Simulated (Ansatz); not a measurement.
**Tungsten, beta-W (A15) under PBEsol: relaxation and energy, part 1 of 2**

The plan for tungsten in the beta-W (A15) structure: relax it, then solve it on a dense k-mesh. Spin polarisation is left out. The k-meshes are 5×5×5 for the relaxation; 7×7×7 for the dense run. It starts from a deposited cell (COD).

Computed with Ansatz 0.2.0 (DFT PBEsol, plane waves (420 eV) with PAW, scalar-relativistic; the PAW data stem from PBE, with regenerated cores, unless a step says otherwise).

## 1. The system as given

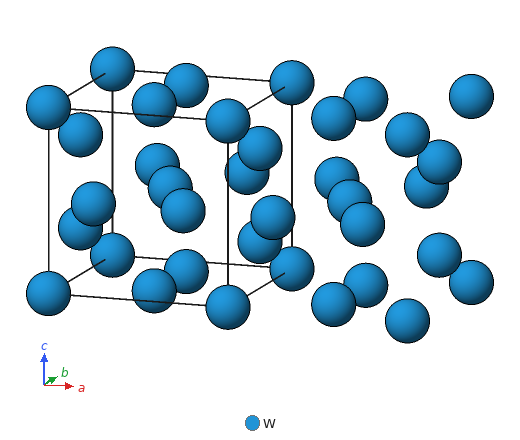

Start, viewed slightly off an axis; tungsten blue. 2×1×1 cells are drawn. Any atoms on the faces are drawn again on the opposite ones.

Structure file:

```
W
1.0
     5.08300    0.00000    0.00000
     0.00000    5.08300    0.00000
     0.00000    0.00000    5.08300
W
8
Direct
  0.00000 0.00000 0.00000
  0.50000 0.50000 0.50000
  0.00000 0.50000 0.25000
  0.00000 0.50000 0.75000
  0.25000 0.00000 0.50000
  0.75000 0.00000 0.50000
  0.50000 0.75000 0.00000
  0.50000 0.25000 0.00000
```

## 2. Relaxing cell and atoms

Input file input.yaml:

```yaml
crystal:
  lattice:
    - [5.083, 0.0, 0.0]
    - [0.0, 5.083, 0.0]
    - [0.0, 0.0, 5.083]
  atoms:
    - { symbol: W, position: [0.0, 0.0, 0.0] }
    - { symbol: W, position: [0.5, 0.5, 0.5] }
    - { symbol: W, position: [0.0, 0.5, 0.25] }
    - { symbol: W, position: [0.0, 0.5, 0.75] }
    - { symbol: W, position: [0.25, 0.0, 0.5] }
    - { symbol: W, position: [0.75, 0.0, 0.5] }
    - { symbol: W, position: [0.5, 0.75, 0.0] }
    - { symbol: W, position: [0.5, 0.25, 0.0] }
hamiltonian:
  xc: pbesol
  pseudopotentials:
    kind: paw
    azcp:
      W: "pseudopotentials/W.paw.azcp"
basis:
  ecutwfc: 420
  fft_grid_basis: typed
kpoints:
  mp_grid: { grid: [5, 5, 5], shift: [0, 0, 0] }
magnetization:
  spin_polarized: false
scf:
  occupations: { method: fermi_dirac, width: 0.1 }
relax:
  max_steps: 60
  f_tol: 0.01
  cell: {}
```

The run is started by

```bash
$ ansatz run input.yaml --threads 4 --pin off --max-ram 8192MiB --backend cpu --events-out ev --progress --plain --runs-dir out
```

Standard output:

```text
Warning: <dir> the record states the generating functional pbe (its physics header spells it `PBE`), which answers neither for hamiltonian.xc's functional nor for the pbesol family's — results may be inconsistent (PPs are generated against a specific XC)
Warning: RAYON_NUM_THREADS=4 ignored (pool sized by the plan → 4); use --threads N
Engine: ansatz 0.2.0, x86_64-unknown-linux-gnu
Pseudopotentials: kind: paw
Pseudopotential: W, paw, valence charge 14, recommended cutoff 420 eV (normal), <dir>
Functional definition: PBEsol
  exchange = pbesol_x
  correlation = pbesol_c
Crystal: 8 atoms, lattice volume = 131.329 Å³
Basis set: ecut = 420 eV, 2553 PW (Γ), exchange–correlation on 72×72×72 points (8 copies of the dense FFT grid, shifted against one another)
Bands: 68, of which v1, the nominal top of the filled ones, is band 56 counted from 1 (55 counted from 0)
Symmetry: 48 space group operations
Space group: Pm-3n (ITA 223), of the structure as read, at distance tolerance 5.1e-5 Å
k-points: 10 of 125
Non-local potential: W, projectors of the file, l = 0: 3, l = 1: 2, l = 2: 2, l = 3: 1
PAW form: soft (Blöchl's): semilocal exchange-correlation on the pseudo side does not see the compensation charge
PAW frozen core: W, regenerated for the run's functional, and the local potential with it (the file was generated under x = pbe(κ = 0.804, μ = 0.2195149727645171), c = pbe(β = 0.06672455060314922))
PAW one-centre angular grid: W, 590 points (default); XC on 64 Gauss nodes
Initial density: superposition of atomic densities (neutral atoms: chi_scale 0, normalization atom), corrected by the library's trained network
Initial wavefunctions: pseudopotential atomic-orbital guess
Functional: x = pbesol(κ = 0.804, μ = 0.12345679012345678), c = pbesol(β = 0.046)
SCF iter   1: F=—  HF=-82051.721526 eV  |F-HF|=—  |Δ(HF+E_count)|=         —  Δρ=6.18e-3  dr2=4.02e-2  ethr=1.77e-3  ⟨swp⟩=4.1  Hψ=2524  notcnv=0
preconditioner: auto → Kerker (q_TF=auto, 2.657 Å⁻¹)  [metal: Δε(μ)=0.040 eV  Ē_g=4.982 eV  σ=0.100 eV  W_gap=0.10  n_scr=32 (ndim 8)  ℏωp=22.4 eV  f_vac=0.000  D(μ)=2.94/eV (n_scr^D=18)]
SCF iter   2: F=—  HF=-82051.714358 eV  |F-HF|=—  |Δ(HF+E_count)|=   7.17e-3  Δρ=3.44e-3  dr2=1.12e-2  ethr=3.59e-5  ⟨swp⟩=1.1  Hψ=791  notcnv=0
SCF iter   3: F=—  HF=-82051.711670 eV  |F-HF|=—  |Δ(HF+E_count)|=   2.69e-3  Δρ=2.96e-4  dr2=6.41e-5  ethr=1.00e-5  ⟨swp⟩=2.0  Hψ=843  notcnv=0
SCF iter   4: F=—  HF=-82051.711527 eV  |F-HF|=—  |Δ(HF+E_count)|=   1.42e-4  Δρ=5.18e-5  dr2=1.61e-6  ethr=5.73e-8  ⟨swp⟩=2.1  Hψ=1155  notcnv=0
iter 5 did not close the SCF: its close was put off for the readings that it lacked (scf_convergence_deferred on its scf_iter line)
SCF iter   5: F=-82051.711527 eV  HF=-82051.711527 eV  |F-HF|=4.09e-9  |Δ(HF+E_count)|=   4.09e-8  Δρ=7.73e-6  dr2=4.15e-8  ethr=1.44e-9  ⟨swp⟩=2.0  Hψ=908  notcnv=0
SCF iter   6: F=-82051.711527 eV  HF=-82051.711527 eV  |F-HF|=5.24e-10  |Δ(HF+E_count)|=   2.90e-9  Δρ=1.27e-6  dr2=1.62e-9  ethr=3.71e-11  ⟨swp⟩=2.2  Hψ=2131  notcnv=0
SCF 1 converged in 6 iterations: F = -82051.711527 eV  dr2 = 1.62e-9
relax step   1: F+E_penalty+E_count = -82051.71152735 eV  Δ(F+E_penalty+E_count) = +0.000e0 eV  max|allowed force component| = 3.853e-17 eV/Å  Δτ_max = 0.0000 Å  P = -9.077 GPa  Ω = 131.329 Å³  (6 SCF iters, dr2 threshold 1.00e-7 eV, accepted)
Crystal: 8 atoms, lattice volume = 114.578 Å³
Basis set: ecut = 420 eV, 2205 PW (Γ), exchange–correlation on 72×72×72 points (8 copies of the dense FFT grid, shifted against one another)
Initial density: handed on by an earlier stage of this run
Initial wavefunctions: those handed on with the density
iter 1 solved again at ethr=2.10e-5 eV; its pass at ethr=3.10e-3 eV (dr2=2.35e-2 eV) is discarded
SCF iter   1: F=—  HF=-82050.301912 eV  |F-HF|=—  |Δ(HF+E_count)|=         —  Δρ=5.68e-3  dr2=2.35e-2  ethr=2.10e-5  ⟨swp⟩=1.0  Hψ=3670  notcnv=0
preconditioner: auto → Resta (q_TF=auto, 2.718 Å⁻¹)  ε∞=18.7  [insulator: Δε(μ)=0.237 eV  Ē_g=5.718 eV  σ=0.100 eV  W_gap=0.50  n_scr=32 (ndim 8)  ℏωp=24.0 eV  f_vac=0.000  D(μ)=2.71/eV (n_scr^D=18)  ε∞_Penn≈18.7]
SCF iter   2: F=—  HF=-82050.303428 eV  |F-HF|=—  |Δ(HF+E_count)|=   1.52e-3  Δρ=3.17e-3  dr2=6.48e-3  ethr=2.10e-5  ⟨swp⟩=1.2  Hψ=683  notcnv=0
preconditioner: auto → Kerker (q_TF=auto, 2.718 Å⁻¹)  [metal: Δε(μ)=0.226 eV  Ē_g=5.719 eV  σ=0.100 eV  W_gap=0.49  n_scr=32 (ndim 8)  ℏωp=24.0 eV  f_vac=0.000  D(μ)=2.73/eV (n_scr^D=18)]
SCF iter   3: F=—  HF=-82050.303917 eV  |F-HF|=—  |Δ(HF+E_count)|=   4.89e-4  Δρ=3.91e-4  dr2=1.40e-4  ethr=5.78e-6  ⟨swp⟩=2.0  Hψ=1226  notcnv=0
SCF iter   4: F=—  HF=-82050.303914 eV  |F-HF|=—  |Δ(HF+E_count)|=   2.97e-6  Δρ=6.33e-5  dr2=3.27e-6  ethr=1.25e-7  ⟨swp⟩=2.0  Hψ=915  notcnv=0
iter 5 did not close the SCF: its close was put off for the readings that it lacked (scf_convergence_deferred on its scf_iter line)
SCF iter   5: F=-82050.303914 eV  HF=-82050.303914 eV  |F-HF|=2.94e-8  |Δ(HF+E_count)|=   3.92e-7  Δρ=1.08e-5  dr2=8.19e-8  ethr=2.92e-9  ⟨swp⟩=2.3  Hψ=990  notcnv=0
SCF iter   6: F=-82050.303914 eV  HF=-82050.303914 eV  |F-HF|=5.68e-10  |Δ(HF+E_count)|=   1.68e-8  Δρ=1.54e-6  dr2=1.85e-9  ethr=7.31e-11  ⟨swp⟩=1.3  Hψ=1929  notcnv=0
SCF 2 converged in 6 iterations: F = -82050.303914 eV  dr2 = 1.85e-9
relax step   2: F+E_penalty+E_count = -82050.30391373 eV  Δ(F+E_penalty+E_count) = +1.408e0 eV  max|allowed force component| = 7.286e-17 eV/Å  Δτ_max = 0.0000 Å  P = +41.887 GPa  Ω = 114.578 Å³  energy of the carried Pulay correction = +6.518e-3 eV  (6 SCF iters, dr2 threshold 8.00e-7 eV, rejected (line search))
Crystal: 8 atoms, lattice volume = 127.997 Å³
Basis set: ecut = 420 eV, 2517 PW (Γ), exchange–correlation on 72×72×72 points (8 copies of the dense FFT grid, shifted against one another)
iter 1 solved again at ethr=2.03e-5 eV; its pass at ethr=3.10e-3 eV (dr2=2.27e-2 eV) is discarded
SCF iter   1: F=—  HF=-82051.823973 eV  |F-HF|=—  |Δ(HF+E_count)|=         —  Δρ=4.70e-3  dr2=2.09e-2  ethr=2.03e-5  ⟨swp⟩=2.2  Hψ=3536  notcnv=0
preconditioner: auto → Kerker (q_TF=auto, 2.668 Å⁻¹)  [metal: Δε(μ)=0.110 eV  Ē_g=5.116 eV  σ=0.100 eV  W_gap=0.27  n_scr=32 (ndim 8)  ℏωp=22.7 eV  f_vac=0.000  D(μ)=2.92/eV (n_scr^D=18)]
SCF iter   2: F=—  HF=-82051.824725 eV  |F-HF|=—  |Δ(HF+E_count)|=   7.52e-4  Δρ=2.66e-3  dr2=5.86e-3  ethr=1.86e-5  ⟨swp⟩=1.1  Hψ=682  notcnv=0
SCF iter   3: F=—  HF=-82051.824809 eV  |F-HF|=—  |Δ(HF+E_count)|=   8.40e-5  Δρ=3.46e-4  dr2=1.14e-4  ethr=5.23e-6  ⟨swp⟩=2.1  Hψ=913  notcnv=0
SCF iter   4: F=—  HF=-82051.824782 eV  |F-HF|=—  |Δ(HF+E_count)|=   2.75e-5  Δρ=4.98e-5  dr2=2.66e-6  ethr=1.01e-7  ⟨swp⟩=2.0  Hψ=1011  notcnv=0
SCF iter   5: F=—  HF=-82051.824676 eV  |F-HF|=—  |Δ(HF+E_count)|=   1.05e-4  Δρ=1.03e-5  dr2=8.87e-8  ethr=2.38e-9  ⟨swp⟩=2.3  Hψ=968  notcnv=0
SCF iter   6: F=—  HF=-82051.824676 eV  |F-HF|=—  |Δ(HF+E_count)|=   2.01e-8  Δρ=1.79e-6  dr2=3.37e-9  ethr=7.92e-11  ⟨swp⟩=2.3  Hψ=1062  notcnv=0
SCF iter   7: F=-82051.824676 eV  HF=-82051.824676 eV  |F-HF|=4.37e-11  |Δ(HF+E_count)|=  6.98e-10  Δρ=3.02e-7  dr2=7.76e-11  ethr=1.00e-12  ⟨swp⟩=3.9  Hψ=2762  notcnv=0
SCF 3 converged in 7 iterations: F = -82051.824676 eV  dr2 = 7.76e-11
relax step   3: F+E_penalty+E_count = -82051.82467621 eV  Δ(F+E_penalty+E_count) = -1.131e-1 eV  max|allowed force component| = 4.857e-17 eV/Å  Δτ_max = 0.0000 Å  P = -1.515 GPa  Ω = 127.997 Å³  energy of the carried Pulay correction = +1.229e-3 eV  (7 SCF iters, accepted)
Crystal: 8 atoms, lattice volume = 127.379 Å³
iter 1 solved again at ethr=6.47e-8 eV; its pass at ethr=3.10e-3 eV (dr2=7.24e-5 eV) is discarded
SCF iter   1: F=—  HF=-82051.827921 eV  |F-HF|=—  |Δ(HF+E_count)|=         —  Δρ=2.02e-4  dr2=3.74e-5  ethr=6.47e-8  ⟨swp⟩=3.0  Hψ=3159  notcnv=0
preconditioner: auto → Kerker (q_TF=auto, 2.670 Å⁻¹)  [metal: Δε(μ)=0.116 eV  Ē_g=5.139 eV  σ=0.100 eV  W_gap=0.28  n_scr=32 (ndim 8)  ℏωp=22.8 eV  f_vac=0.000  D(μ)=2.85/eV (n_scr^D=18)]
SCF iter   2: F=—  HF=-82051.827832 eV  |F-HF|=—  |Δ(HF+E_count)|=   8.93e-5  Δρ=1.11e-4  dr2=7.66e-6  ethr=3.34e-8  ⟨swp⟩=2.0  Hψ=819  notcnv=0
SCF iter   3: F=—  HF=-82051.827832 eV  |F-HF|=—  |Δ(HF+E_count)|=   7.21e-7  Δρ=3.45e-5  dr2=1.45e-6  ethr=6.84e-9  ⟨swp⟩=2.1  Hψ=960  notcnv=0
SCF iter   4: F=-82051.827832 eV  HF=-82051.827832 eV  |F-HF|=1.14e-8  |Δ(HF+E_count)|=   2.06e-7  Δρ=6.27e-6  dr2=3.81e-8  ethr=7.14e-10  ⟨swp⟩=4.1  Hψ=2053  notcnv=0
SCF 4 converged in 4 iterations: F = -82051.827832 eV  dr2 = 3.81e-8
relax step   4: F+E_penalty+E_count = -82051.82783218 eV  Δ(F+E_penalty+E_count) = -3.156e-3 eV  max|allowed force component| = 4.987e-17 eV/Å  Δτ_max = 0.0000 Å  P = +0.006 GPa  Ω = 127.379 Å³  energy of the carried Pulay correction = +1.461e-3 eV  (4 SCF iters, dr2 threshold 8.00e-7 eV, accepted)
Initial wavefunctions: pseudopotential atomic-orbital guess (no wavefunctions were taken with the density)
iter 1 solved again at ethr=4.71e-9 eV; its pass at ethr=3.10e-3 eV (dr2=5.27e-6 eV) is discarded
SCF iter   1: F=—  HF=-82051.826431 eV  |F-HF|=—  |Δ(HF+E_count)|=         —  Δρ=7.71e-5  dr2=1.10e-6  ethr=4.71e-9  ⟨swp⟩=4.1  Hψ=4668  notcnv=0
SCF iter   2: F=—  HF=-82051.826342 eV  |F-HF|=—  |Δ(HF+E_count)|=   8.95e-5  Δρ=4.13e-5  dr2=3.13e-7  ethr=9.83e-10  ⟨swp⟩=1.0  Hψ=680  notcnv=0
SCF iter   3: F=—  HF=-82051.826342 eV  |F-HF|=—  |Δ(HF+E_count)|=   5.15e-9  Δρ=1.42e-6  dr2=1.32e-9  ethr=2.79e-10  ⟨swp⟩=2.0  Hψ=1242  notcnv=0
SCF iter   4: F=—  HF=-82051.826342 eV  |F-HF|=—  |Δ(HF+E_count)|=  3.35e-10  Δρ=3.60e-7  dr2=2.11e-10  ethr=1.00e-12  ⟨swp⟩=5.0  Hψ=2380  notcnv=0
SCF iter   5: F=-82051.826342 eV  HF=-82051.826342 eV  |F-HF|=4.37e-11  |Δ(HF+E_count)|=  2.91e-11  Δρ=1.45e-7  dr2=5.04e-11  ethr=1.00e-12  ⟨swp⟩=5.0  Hψ=2186  notcnv=0
SCF 5 converged in 5 iterations: F = -82051.826342 eV  dr2 = 5.04e-11
relax step   5: F+E_penalty+E_count = -82051.82634171 eV  Δ(F+E_penalty+E_count) = +1.490e-3 eV  max|allowed force component| = 4.987e-17 eV/Å  Δτ_max = 0.0000 Å  P = +0.006 GPa  Ω = 127.379 Å³  stress off target by 6.47e-3 GPa  SCF on the basis re-selected at this cell (its energy is not comparable with the rows above)  (5 SCF iters)
basis re-selected at this cell: Δ(F+E_penalty+E_count) = +1.490e-3 eV, ΔP = +0.000 GPa vs the last step (what re-selecting the basis moved, of the pressure what is left beyond the Pulay correction that the steps carried, after the strain that the cell walked since its last selection, with what the two solves' SCF thresholds leave and, on support functions, any second-order correction that the steps lacked; it is no measure of the basis error at this ecutwfc). This SCF's stress stands 6.47e-3 GPa from its target on what of the cell is left free (relax.cell.stress_tol is 5.00e-2 GPa) and its largest allowed force component is 4.99e-17 eV/Å (relax.f_tol is 1.00e-2 eV/Å): within both
SCF converged after 5 iterations
Free energy (F): -82051.826342 eV
Harris-Foulkes:  -82051.826342 eV  (|F-HF|=4.37e-11)
Internal energy: -82051.727130 eV  (E = F + TS)
E sigma→0 (E₀):  -82051.776736 eV
Entropy (-TS):   -0.099212 eV (-12.402 meV/atom)
Fermi energy:    22.050071 eV
--- Per-component energies (eV) ---
  E_band       = -681.097700
  E_kinetic    = 3603.459139
  E_local      = -4896.908269  (includes V_loc(G=0)·N_el)
  E_nonlocal   = 25.878888
  E_hartree    = 1756.698374
  E_xc         = -2122.218161
  E_vxc        = -1909.663358  (∫ρ·V_xc dr)
  E_paw        = -67488.841206  (= ΣΔE_a)
  E_vpaw       = -1017.260275  (= ΣTr[D̂ρ^β])
  E_aug_tail   = -0.000538  (compensation charges beyond the density's cutoff)
  E_ewald      = -12931.569695
  E_core_change = 1.774337  (= ΣΔE_core)
  E_smearing   = -0.099212  (= −TS)
  E_closure    = 0.000000  (closes the sum)
  Σ components = -82051.826342   (vs F -82051.826342, Δ=0.00e0)
--- Forces (eV/Å), atoms counted from 1 ---
  atom   1  W     -0.00000000     0.00000000    -0.00000000
  atom   2  W     -0.00000000     0.00000000     0.00000000
  atom   3  W     -0.00000000    -0.00000000     0.00000000
  atom   4  W      0.00000000     0.00000000     0.00000000
  atom   5  W     -0.00000000    -0.00000000    -0.00000000
  atom   6  W      0.00000000     0.00000000     0.00000000
  atom   7  W     -0.00000000     0.00000000     0.00000000
  atom   8  W      0.00000000    -0.00000000    -0.00000000
  max |Σ_I F_I| component: 1.04e-17 eV/Å
--- Stress (GPa, compression-positive) ---
        0.006467      -0.000000      -0.000000
       -0.000000       0.006467       0.000000
       -0.000000       0.000000       0.006467
  P = ⅓ Tr σ = 0.0065 GPa (0.065 kbar)
--- Relaxed structure (4 steps of the walk, 3 accepted, 1 SCFs on fresh bases) ---
  F+E_penalty+E_count = -82051.82634171 eV   max|allowed force component| = 4.987e-17 eV/Å   (the final SCF, on the basis selected at the relaxed cell)
  cell:  # Å, volume = 127.3790 Å³
    - [5.031521270084891, -3.2098832406453934e-35, -2.2469182684517753e-34]
    - [-2.246918268451775e-34, 5.031521270084891, 6.419766481290786e-35]
    - [-4.814824860968089e-34, 6.419766481290786e-35, 5.031521270084891]
  atoms:
    - { symbol: W, position: [-8.362359969650584e-36, -9.275451358298365e-37, 1.2333864262021508e-36] }
    - { symbol: W, position: [0.5, 0.5, 0.5] }
    - { symbol: W, position: [1.3073896117742825e-36, 0.5, 0.25] }
    - { symbol: W, position: [1.3073896117742958e-36, 0.5, 0.7500000000000001] }
    - { symbol: W, position: [0.25, 1.9201321339789262e-35, 0.5] }
    - { symbol: W, position: [0.7500000000000001, -3.1318186677450835e-35, 0.5] }
    - { symbol: W, position: [0.5, 0.7500000000000001, 1.8254119107791826e-36] }
    - { symbol: W, position: [0.5, 0.25, 1.62807008258684e-36] }
```

Run time: 8 s. Hardware: 4 threads of Intel Xeon Platinum 8259CL at 2.50GHz (Skylake/Cascade Lake), shared host; peak memory 0.59 GiB.

The steps of the relaxation:

```tsv
step	energy change (meV/atom)	largest force (eV/Å)	pressure (GPa)	volume (Å³/atom)	accepted
1	0.00	0.0000	-9.08	16.416	yes
2	175.95	0.0000	41.89	14.322	no
3	-14.14	0.0000	-1.52	16.000	yes
4	-14.54	0.0000	0.01	15.922	yes
5	-14.35	0.0000	0.01	15.922	yes
```

Steps that repeat a cell are solved on a basis chosen anew, so their changes of energy are no gain of the relaxation.

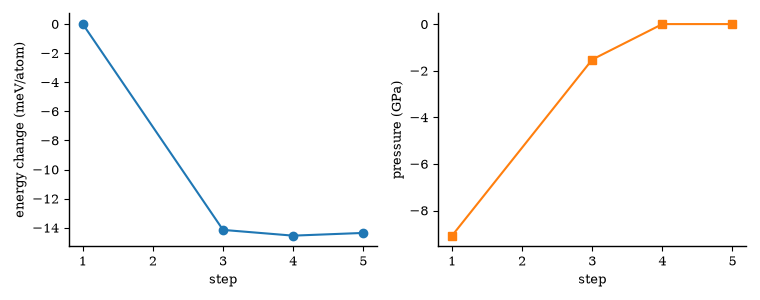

Energy and pressure over the accepted steps.

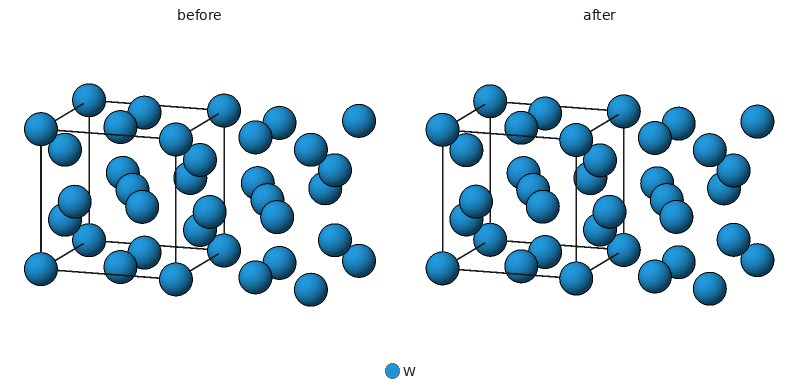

The structure before (left) and after (right), drawn at the same scale. The cells drawn are those of the first picture.

Changes in the cell that was computed:

|  | before | after | change |
| --- | --- | --- | --- |
| a (Å) | 5.083 | 5.032 | -1.0 % |
| b (Å) | 5.083 | 5.032 | -1.0 % |
| c (Å) | 5.083 | 5.032 | -1.0 % |
| volume (Å³/atom) | 16.416 | 15.922 | -3.0 % |
| shortest distance (Å) | 2.541 | 2.516 | -1.0 % |
| space group (spins left aside) | Pm-3n | Pm-3n | same |

(Continued in part 2 of 2.)
